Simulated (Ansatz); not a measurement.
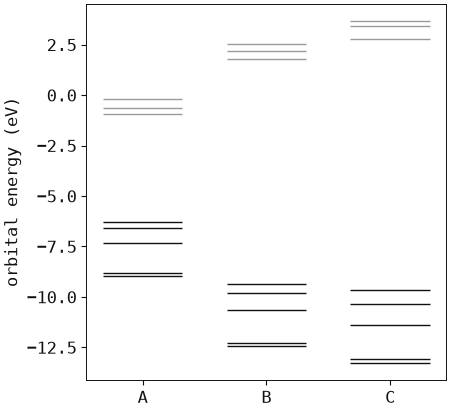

Frontier orbital energies of SiPNH₆S, SMILES [SiH3]NPS at one geometry, def2-TZVPP, the Ansatz code, at a PBE0-D4/def2-TZVP geometry (a minimum by its frequencies). Empty levels are grey, levels within 0.1 eV stand side by side; all columns show the same few orbitals around the gap.

**The columns come from B97M-V, HF and ωB97X-V. Which is which?**

A: B97M-V (HOMO −6.29, LUMO −0.94, separation 5.35 eV)
B: ωB97X-V (HOMO −9.34, LUMO 1.77, separation 11.11 eV)
C: HF (HOMO −9.66, LUMO 2.78, separation 12.44 eV)

Caveats, for all or some of the runs: empty levels above zero depend strongly on the basis; one conformer of a flexible molecule.
